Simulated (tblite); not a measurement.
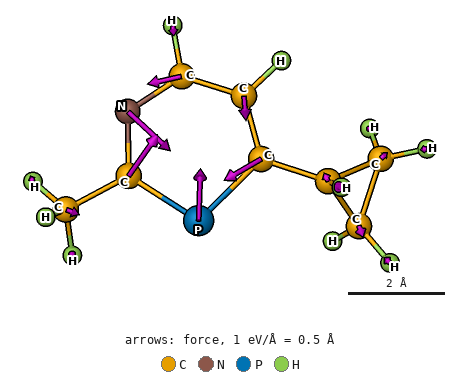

Starting geometry of C₈H₁₀NP with the computed forces as purple arrows. The picture is a ball-and-stick view, seen face on.

All numbers below come from GFN2-xTB geometry optimisation, gas phase (tblite 0.8.0). 

Question: What follows when this structure is relaxed?

Answer: It isn't relaxed: the largest force vector, on the P atom, is 2.59 eV/Å. The final displacements have little in common with the starting forces (cosine between the two patterns 0.12). After 139 geometry steps the energy has fallen by 61.5 kJ/mol. The atom that moves furthest after the best rigid fit is an H atom (2.03 Å). Largest moves by element: H 2.03 Å, C 1.09 Å, P 1.09 Å, N 0.54 Å. Near-neighbour distances that change, for instance: C–P 1.863 → 1.754 Å, C–P 1.844 → 1.759 Å, C–N 1.365 → 1.312 Å, C–C 1.501 → 1.475 Å. Bond angles that change, for instance: C–C–C 124.2° → 119.2°, N–C–C 129.4° → 125.8°, N–C–P 123.9° → 127.3°. Groups turn about C–C by about 100°, C–C by about 70°.
